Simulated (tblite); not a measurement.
Al12N13H13: geometry relaxation (part 1 of 2)

The run: geometry relaxation of Al12N13H13. Method and program: GFN2-xTB geometry optimisation, gas phase (tblite 0.8.0).

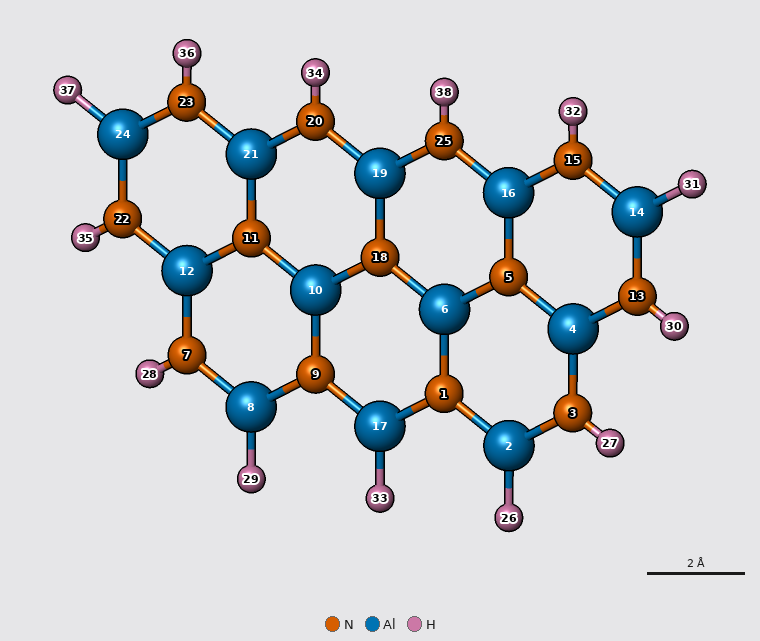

*The starting structure (ball-and-stick view, seen at a tilt; atoms are numbered from 1 in the order of the input). Sticks mark near contacts.*

Bond lengths as drawn: Al–H 1.54 Å, Al–N 1.79 to 1.81 Å and H–N 1.04 to 1.05 Å.

### Input
```
{"job": {"kind": "relax", "xc": "GFN2-xTB", "basis": "xTB"}, "charge": 0, "multiplicity": 1}
N     -1.553900     2.482400    -0.001600
Al    -3.120900     3.386800    -0.006900
N     -4.671300     2.481900     0.001000
Al    -4.677200     0.688600    -0.006200
N     -3.118700    -0.217000     0.003400
Al    -1.562100     0.683700    -0.002600
N      4.676600     2.485900    -0.003300
Al     3.121100     3.386900     0.001500
N      1.561500     2.482100    -0.000400
Al     1.556000     0.683400     0.001600
N      3.115600    -0.217000    -0.002100
Al     4.674000     0.682200    -0.000000
N     -6.238800    -0.215100     0.005000
Al    -6.233200    -2.016400    -0.002700
N     -4.678700    -2.910700     0.000200
Al    -3.119600    -2.015200     0.006300
Al     0.000400     3.386100     0.000900
N     -0.001100    -0.219200    -0.001000
Al    -0.000600    -2.014000     0.002500
N      1.561600    -2.914900     0.002700
Al     3.115400    -2.012000     0.001500
N      6.234500    -0.214300    -0.000200
N      4.679900    -2.911200     0.006600
Al     6.231200    -2.020100    -0.001500
N     -1.558300    -2.913200     0.000900
H     -3.123800     4.923300     0.002500
H     -5.576500     3.006500    -0.000700
H      5.576600     3.004800     0.001200
H      3.118300     4.924600    -0.002000
H     -7.134900     0.304600     0.003400
H     -7.565500    -2.785200    -0.001100
H     -4.678400    -3.954500     0.000200
H     -0.001000     4.924300    -0.001900
H      1.560900    -3.957100     0.003700
H      7.137200     0.306000    -0.003300
H      4.677000    -3.953600    -0.002900
H      7.568300    -2.785700    -0.004100
H     -1.557900    -3.953300    -0.002600
```

The first line tells a small driver script what to run in tblite; the rest is the geometry in Å.

Command:
```bash
OMP_NUM_THREADS=2 python <driver script> task.json out
```

### Output
```
step      E/eV     max force
  0   -1585.91352    1.144
  1   -1586.02839    0.418
  2   -1586.04639    0.228
  3   -1586.06055    0.165
  4   -1586.06383    0.107
  5   -1586.06768    0.111
  6   -1586.07021    0.160
  7   -1586.07341    0.137
  8   -1586.07541    0.087
  9   -1586.07665    0.058
 10   -1586.07746    0.064
 11   -1586.07823    0.062
 12   -1586.07887    0.044
 13   -1586.07933    0.041
 14   -1586.07974    0.054
 15   -1586.08025    0.069
 16   -1586.08093    0.060
 17   -1586.08168    0.055
 18   -1586.08231    0.048
 19   -1586.08277    0.047
 20   -1586.08311    0.032
 21   -1586.08344    0.037
 22   -1586.08378    0.033
 23   -1586.08414    0.042
 24   -1586.08447    0.040
 25   -1586.08470    0.024
 26   -1586.08484    0.017
```

### Trajectory as extended XYZ (Å, eV, eV/Å), 13 of the 24 frames kept, from step=0 to step=26
```
38
Properties=species:S:1:pos:R:3:forces:R:3 step=0 energy=-1585.91352
N    -1.5539    2.4824   -0.0016   -0.1960   0.3500  -0.0120
Al   -3.1209    3.3868   -0.0069   -0.0410   0.1320   0.0310
N    -4.6713    2.4819    0.0010   -0.7990   0.8180  -0.0250
Al   -4.6772    0.6886   -0.0062   -0.3440  -0.0420   0.0360
N    -3.1187   -0.2170    0.0034   -0.1360   0.0560  -0.0090
Al   -1.5621    0.6837   -0.0026    0.1450  -0.1630   0.0100
N     4.6766    2.4859   -0.0033    0.5380   0.5440   0.0140
Al    3.1211    3.3869    0.0015    0.2000   0.1620  -0.0140
N     1.5615    2.4821   -0.0004   -0.0090   0.3440   0.0100
Al    1.5560    0.6834    0.0016   -0.0490  -0.1380  -0.0090
N     3.1156   -0.2170   -0.0021    0.0520   0.0910   0.0040
Al    4.6740    0.6822    0.0000    0.3550   0.2410  -0.0070
N    -6.2388   -0.2151    0.0050   -0.6070   0.1210  -0.0220
Al   -6.2332   -2.0164   -0.0027   -0.2520   0.0050   0.0190
N    -4.6787   -2.9107    0.0002   -0.2300  -0.9580   0.0000
Al   -3.1196   -2.0152    0.0063    0.3390  -0.4840  -0.0180
Al    0.0004    3.3861    0.0009    0.0970   0.0830  -0.0080
N    -0.0011   -0.2192   -0.0010   -0.0490   0.1350   0.0020
Al   -0.0006   -2.0140    0.0025    0.0680  -0.5880  -0.0060
N     1.5616   -2.9149    0.0027   -0.0500  -0.7600   0.0010
Al    3.1154   -2.0120    0.0015   -0.1850  -0.5720   0.0040
N     6.2345   -0.2143   -0.0002    0.8360   0.0890  -0.0040
N     4.6799   -2.9112    0.0066    0.0810  -0.8990  -0.0200
Al    6.2312   -2.0201   -0.0015    0.3370   0.1080   0.0090
N    -1.5583   -2.9132    0.0009   -0.0850  -0.7080   0.0040
H    -3.1238    4.9233    0.0025    0.0120  -0.0620  -0.0090
H    -5.5765    3.0065   -0.0007    0.8540  -0.5630   0.0020
H     5.5766    3.0048    0.0012   -0.6620  -0.4560  -0.0060
H     3.1183    4.9246   -0.0020   -0.0140  -0.0700   0.0040
H    -7.1349    0.3046    0.0034    0.6280  -0.2940   0.0020
H    -7.5655   -2.7852   -0.0011    0.0990   0.0570  -0.0050
H    -4.6784   -3.9545    0.0002    0.0760   0.9500   0.0000
H    -0.0010    4.9243   -0.0019   -0.0020  -0.0040   0.0020
H     1.5609   -3.9571    0.0037   -0.0040   0.9770   0.0000
H     7.1372    0.3060   -0.0033   -0.8020  -0.3860   0.0030
H     4.6770   -3.9536   -0.0029   -0.0790   0.9060   0.0130
H     7.5683   -2.7857   -0.0041   -0.1240   0.0690  -0.0030
H    -1.5579   -3.9533   -0.0026    0.0040   0.9080   0.0050
38
Properties=species:S:1:pos:R:3:forces:R:3 step=2 energy=-1586.04639
N    -1.5589    2.4910   -0.0019   -0.0880   0.1330  -0.0090
Al   -3.1242    3.3902   -0.0060   -0.0900   0.0980   0.0250
N    -4.6813    2.4964    0.0002    0.1250   0.0130  -0.0200
Al   -4.6876    0.6903   -0.0051   -0.1870   0.1000   0.0310
N    -3.1229   -0.2170    0.0031   -0.1460  -0.0920  -0.0070
Al   -1.5593    0.6810   -0.0023   -0.0280   0.0290   0.0090
N     4.6830    2.4958   -0.0029   -0.0930   0.0310   0.0090
Al    3.1271    3.3910    0.0011    0.0760   0.0980  -0.0110
N     1.5624    2.4907   -0.0001    0.0880   0.1370   0.0090
Al    1.5551    0.6813    0.0013    0.0270   0.0290  -0.0080
N     3.1185   -0.2163   -0.0019    0.1680  -0.0910   0.0050
Al    4.6850    0.6890   -0.0002    0.2070   0.0950  -0.0060
N    -6.2486   -0.2165    0.0043    0.0020  -0.1670  -0.0170
Al   -6.2384   -2.0166   -0.0021   -0.0770  -0.0430   0.0150
N    -4.6850   -2.9236    0.0002   -0.1120   0.1490   0.0010
Al   -3.1130   -2.0288    0.0057   -0.0180  -0.1780  -0.0160
Al    0.0022    3.3887    0.0006   -0.0110   0.0620  -0.0070
N    -0.0020   -0.2190   -0.0010    0.0050  -0.2010   0.0020
Al    0.0008   -2.0295    0.0023    0.0000  -0.1780  -0.0050
N     1.5598   -2.9257    0.0027   -0.0470   0.0940   0.0000
Al    3.1117   -2.0276    0.0017    0.0160  -0.1930   0.0030
N     6.2480   -0.2168   -0.0003   -0.0310  -0.1820  -0.0010
N     4.6834   -2.9231    0.0060    0.1260   0.1450  -0.0110
Al    6.2383   -2.0179   -0.0012    0.0820  -0.0280   0.0080
N    -1.5593   -2.9232    0.0011    0.0450   0.0810   0.0050
H    -3.1234    4.9219    0.0022    0.0050   0.0010  -0.0070
H    -5.5635    2.9970   -0.0006   -0.0860   0.0020   0.0000
H     5.5661    2.9965    0.0011    0.0570  -0.0210  -0.0020
H     3.1180    4.9230   -0.0019    0.0030  -0.0020   0.0030
H    -7.1239    0.3003    0.0034    0.0190   0.0370   0.0010
H    -7.5632   -2.7838   -0.0013    0.0190   0.0170  -0.0040
H    -4.6762   -3.9392    0.0002    0.0500  -0.0180   0.0000
H    -0.0010    4.9244   -0.0018    0.0020   0.0280   0.0020
H     1.5608   -3.9399    0.0037   -0.0070  -0.0170   0.0010
H     7.1231    0.3001   -0.0032   -0.0170   0.0410   0.0010
H     4.6747   -3.9389   -0.0026   -0.0530  -0.0110   0.0050
H     7.5653   -2.7840   -0.0042   -0.0350   0.0220  -0.0020
H    -1.5577   -3.9373   -0.0025    0.0030  -0.0190   0.0020
38
Properties=species:S:1:pos:R:3:forces:R:3 step=4 energy=-1586.06383
N    -1.5644    2.4994   -0.0025   -0.0150   0.0000  -0.0050
Al   -3.1290    3.3967   -0.0044    0.0060   0.0750   0.0150
N    -4.6785    2.5001   -0.0010   -0.0480  -0.0110  -0.0110
Al   -4.6987    0.6950   -0.0031    0.0070  -0.0270   0.0200
N    -3.1319   -0.2219    0.0027   -0.0790  -0.0330  -0.0050
Al   -1.5610    0.6817   -0.0018   -0.0740  -0.0150   0.0060
N     4.6805    2.4995   -0.0023    0.0400   0.0020   0.0060
Al    3.1317    3.3975    0.0004   -0.0190   0.0660  -0.0060
N     1.5672    2.4993    0.0005    0.0240   0.0020   0.0050
Al    1.5572    0.6820    0.0008    0.0800  -0.0190  -0.0050
N     3.1285   -0.2211   -0.0016    0.0950  -0.0410   0.0040
Al    4.6971    0.6945   -0.0006   -0.0110  -0.0440  -0.0030
N    -6.2510   -0.2249    0.0032   -0.0250  -0.0140  -0.0100
Al   -6.2440   -2.0194   -0.0012   -0.0640  -0.0520   0.0080
N    -4.6919   -2.9195    0.0003   -0.0230   0.0000   0.0020
Al   -3.1135   -2.0393    0.0047   -0.0780   0.0680  -0.0120
Al    0.0018    3.3923    0.0002   -0.0130   0.0040  -0.0060
N    -0.0019   -0.2295   -0.0008    0.0070  -0.0420   0.0020
Al    0.0009   -2.0405    0.0020   -0.0120   0.0560  -0.0040
N     1.5576   -2.9243    0.0027    0.0390  -0.0320   0.0000
Al    3.1127   -2.0391    0.0019    0.0710   0.0810   0.0010
N     6.2499   -0.2258   -0.0004    0.0140  -0.0030  -0.0010
N     4.6908   -2.9189    0.0053    0.0440  -0.0010  -0.0090
Al    6.2444   -2.0198   -0.0008    0.0510  -0.0680   0.0040
N    -1.5575   -2.9221    0.0014   -0.0250  -0.0380   0.0030
H    -3.1232    4.9224    0.0017   -0.0100   0.0740  -0.0040
H    -5.5651    2.9949   -0.0006   -0.0540   0.0050  -0.0010
H     5.5673    2.9938    0.0010    0.0600   0.0050  -0.0020
H     3.1182    4.9233   -0.0017    0.0170   0.0730   0.0020
H    -7.1206    0.3013    0.0035   -0.0100   0.0180   0.0000
H    -7.5624   -2.7830   -0.0016   -0.0570  -0.0280  -0.0030
H    -4.6731   -3.9363    0.0002    0.0200   0.0160   0.0000
H    -0.0009    4.9264   -0.0017    0.0020   0.0520   0.0010
H     1.5603   -3.9376    0.0037   -0.0100  -0.0730   0.0010
H     7.1190    0.3009   -0.0031    0.0120   0.0210   0.0010
H     4.6714   -3.9358   -0.0022   -0.0200   0.0200   0.0050
H     7.5635   -2.7828   -0.0043    0.0520  -0.0270  -0.0010
H    -1.5575   -3.9355   -0.0023    0.0050  -0.0720   0.0020
38
Properties=species:S:1:pos:R:3:forces:R:3 step=6 energy=-1586.07021
N    -1.5680    2.5028   -0.0032   -0.0020  -0.0520  -0.0010
Al   -3.1313    3.4048   -0.0026   -0.0260  -0.0080   0.0040
N    -4.6808    2.5015   -0.0024   -0.0350   0.0190  -0.0010
Al   -4.7039    0.6953   -0.0008   -0.0140  -0.0140   0.0060
N    -3.1413   -0.2258    0.0021    0.0280   0.0520  -0.0010
Al   -1.5670    0.6804   -0.0011   -0.0090  -0.0390   0.0020
N     4.6823    2.5015   -0.0016    0.0370   0.0100   0.0030
Al    3.1331    3.4052   -0.0003    0.0300   0.0000  -0.0010
N     1.5707    2.5030    0.0011   -0.0240  -0.0570   0.0010
Al    1.5640    0.6805    0.0002    0.0250  -0.0370  -0.0010
N     3.1393   -0.2254   -0.0012   -0.0390   0.0530   0.0020
Al    4.7024    0.6942   -0.0010    0.0100   0.0080   0.0000
N    -6.2541   -0.2297    0.0020   -0.0260   0.0180  -0.0020
Al   -6.2515   -2.0244   -0.0001   -0.0370  -0.0020   0.0020
N    -4.6971   -2.9177    0.0005   -0.0170  -0.0230   0.0020
Al   -3.1189   -2.0400    0.0033    0.0130   0.0000  -0.0070
Al    0.0010    3.3941   -0.0005    0.0090  -0.0140  -0.0030
N    -0.0013   -0.2352   -0.0006    0.0020   0.1600   0.0010
Al    0.0003   -2.0426    0.0016    0.0100  -0.0280  -0.0010
N     1.5599   -2.9264    0.0027    0.0550  -0.0370   0.0000
Al    3.1180   -2.0394    0.0020    0.0020  -0.0060   0.0000
N     6.2523   -0.2303   -0.0006    0.0360   0.0080  -0.0010
N     4.6972   -2.9171    0.0043   -0.0090  -0.0240  -0.0050
Al    6.2513   -2.0252   -0.0002    0.0450   0.0140   0.0000
N    -1.5593   -2.9248    0.0018   -0.0690  -0.0410   0.0000
H    -3.1239    4.9288    0.0012   -0.0140   0.0930  -0.0010
H    -5.5698    2.9941   -0.0007   -0.0220  -0.0070  -0.0010
H     5.5722    2.9927    0.0008    0.0190  -0.0100  -0.0010
H     3.1197    4.9295   -0.0015    0.0190   0.0890   0.0000
H    -7.1198    0.3032    0.0035   -0.0160   0.0040  -0.0010
H    -7.5670   -2.7851   -0.0019   -0.0960  -0.0530  -0.0010
H    -4.6700   -3.9338    0.0002    0.0100  -0.0090   0.0000
H    -0.0007    4.9312   -0.0015    0.0000   0.0210   0.0010
H     1.5593   -3.9413    0.0038   -0.0020  -0.0100   0.0010
H     7.1180    0.3027   -0.0030    0.0150   0.0050   0.0010
H     4.6683   -3.9330   -0.0017   -0.0090  -0.0120   0.0040
H     7.5672   -2.7847   -0.0045    0.0990  -0.0550   0.0000
H    -1.5571   -3.9396   -0.0022   -0.0020  -0.0170   0.0020
38
Properties=species:S:1:pos:R:3:forces:R:3 step=8 energy=-1586.07541
N    -1.5716    2.5022   -0.0038   -0.0120  -0.0160   0.0040
Al   -3.1348    3.4121   -0.0007   -0.0170  -0.0300  -0.0080
N    -4.6853    2.5034   -0.0037   -0.0010   0.0180   0.0090
Al   -4.7094    0.6948    0.0018   -0.0310   0.0290  -0.0090
N    -3.1482   -0.2262    0.0016    0.0520   0.0390   0.0030
Al   -1.5733    0.6772   -0.0003    0.0530   0.0130  -0.0020
N     4.6864    2.5036   -0.0008    0.0030   0.0130  -0.0010
Al    3.1359    3.4123   -0.0010    0.0180  -0.0280   0.0040
N     1.5729    2.5023    0.0018    0.0030  -0.0190  -0.0040
Al    1.5720    0.6772   -0.0004   -0.0520   0.0170   0.0030
N     3.1470   -0.2262   -0.0007   -0.0590   0.0440   0.0000
Al    4.7078    0.6944   -0.0014    0.0360   0.0420   0.0030
N    -6.2587   -0.2331    0.0007   -0.0200   0.0080   0.0060
Al   -6.2614   -2.0293    0.0010   -0.0310   0.0120  -0.0050
N    -4.7030   -2.9172    0.0008   -0.0180  -0.0090   0.0010
Al   -3.1238   -2.0398    0.0014    0.0310  -0.0400   0.0000
Al    0.0005    3.3946   -0.0013    0.0040  -0.0270   0.0010
N    -0.0006   -0.2308   -0.0004    0.0010   0.0540   0.0000
Al    0.0002   -2.0450    0.0011    0.0070  -0.0100   0.0010
N     1.5654   -2.9305    0.0027   -0.0220   0.0090   0.0000
Al    3.1236   -2.0392    0.0022   -0.0310  -0.0510  -0.0020
N     6.2567   -0.2336   -0.0007    0.0260   0.0060   0.0000
N     4.7030   -2.9166    0.0029    0.0040  -0.0110  -0.0010
Al    6.2611   -2.0298    0.0002    0.0350   0.0220  -0.0040
N    -1.5650   -2.9297    0.0022    0.0160   0.0070  -0.0030
H    -3.1258    4.9415    0.0007   -0.0170   0.0240   0.0020
H    -5.5764    2.9932   -0.0009   -0.0070  -0.0100  -0.0020
H     5.5788    2.9913    0.0005    0.0010  -0.0110  -0.0010
H     3.1228    4.9418   -0.0012    0.0200   0.0230  -0.0010
H    -7.1209    0.3054    0.0035   -0.0260  -0.0030  -0.0010
H    -7.5786   -2.7911   -0.0022   -0.0710  -0.0380   0.0010
H    -4.6666   -3.9327    0.0001   -0.0020  -0.0200   0.0000
H    -0.0005    4.9370   -0.0013    0.0000  -0.0380   0.0000
H     1.5584   -3.9464    0.0039    0.0120   0.0290   0.0000
H     7.1188    0.3050   -0.0029    0.0260  -0.0020   0.0010
H     4.6649   -3.9320   -0.0009    0.0030  -0.0260   0.0030
H     7.5782   -2.7907   -0.0046    0.0760  -0.0410   0.0010
H    -1.5570   -3.9454   -0.0018   -0.0140   0.0220   0.0020
38
Properties=species:S:1:pos:R:3:forces:R:3 step=10 energy=-1586.07746
N    -1.5734    2.5010   -0.0038   -0.0070   0.0280   0.0040
Al   -3.1366    3.4133   -0.0005    0.0020   0.0100  -0.0080
N    -4.6874    2.5049   -0.0036    0.0000   0.0030   0.0090
Al   -4.7123    0.6958    0.0021    0.0050   0.0040  -0.0100
N    -3.1478   -0.2243    0.0016    0.0060  -0.0050   0.0030
Al   -1.5727    0.6769   -0.0002    0.0230   0.0280  -0.0030
N     4.6884    2.5050   -0.0006   -0.0040   0.0080  -0.0020
Al    3.1374    3.4134   -0.0010   -0.0060   0.0060   0.0050
N     1.5740    2.5010    0.0018    0.0150   0.0310  -0.0040
Al    1.5721    0.6771   -0.0005   -0.0290   0.0290   0.0030
N     3.1467   -0.2242   -0.0006    0.0000  -0.0060  -0.0010
Al    4.7109    0.6962   -0.0014   -0.0030  -0.0040   0.0030
N    -6.2616   -0.2335    0.0007   -0.0140  -0.0020   0.0070
Al   -6.2669   -2.0307    0.0011   -0.0320  -0.0140  -0.0050
N    -4.7060   -2.9176    0.0010   -0.0130   0.0040   0.0000
Al   -3.1243   -2.0408    0.0008   -0.0070   0.0040   0.0030
Al    0.0004    3.3929   -0.0015   -0.0040  -0.0250   0.0020
N    -0.0002   -0.2268   -0.0003    0.0000  -0.0640   0.0000
Al    0.0004   -2.0452    0.0010   -0.0050   0.0350   0.0020
N     1.5661   -2.9315    0.0027   -0.0390   0.0260   0.0000
Al    3.1242   -2.0407    0.0021    0.0000   0.0080  -0.0020
N     6.2597   -0.2340   -0.0008    0.0120   0.0050   0.0000
N     4.7053   -2.9173    0.0024    0.0230   0.0010   0.0000
Al    6.2667   -2.0308    0.0001    0.0270  -0.0200  -0.0050
N    -1.5659   -2.9311    0.0021    0.0430   0.0270  -0.0040
H    -3.1275    4.9473    0.0006   -0.0160  -0.0330   0.0020
H    -5.5794    2.9925   -0.0011   -0.0120   0.0000  -0.0020
H     5.5816    2.9904    0.0003    0.0100   0.0030  -0.0010
H     3.1252    4.9474   -0.0013    0.0190  -0.0320  -0.0010
H    -7.1232    0.3060    0.0034   -0.0270  -0.0050  -0.0010
H    -7.5870   -2.7956   -0.0022   -0.0270  -0.0100   0.0020
H    -4.6656   -3.9335    0.0002   -0.0110  -0.0020   0.0010
H    -0.0004    4.9367   -0.0012    0.0010  -0.0530  -0.0010
H     1.5589   -3.9470    0.0040    0.0110   0.0160   0.0000
H     7.1211    0.3058   -0.0027    0.0310  -0.0020   0.0010
H     4.6641   -3.9330   -0.0005    0.0120  -0.0050   0.0020
H     7.5868   -2.7953   -0.0046    0.0280  -0.0100   0.0020
H    -1.5578   -3.9467   -0.0016   -0.0120   0.0170   0.0020
```
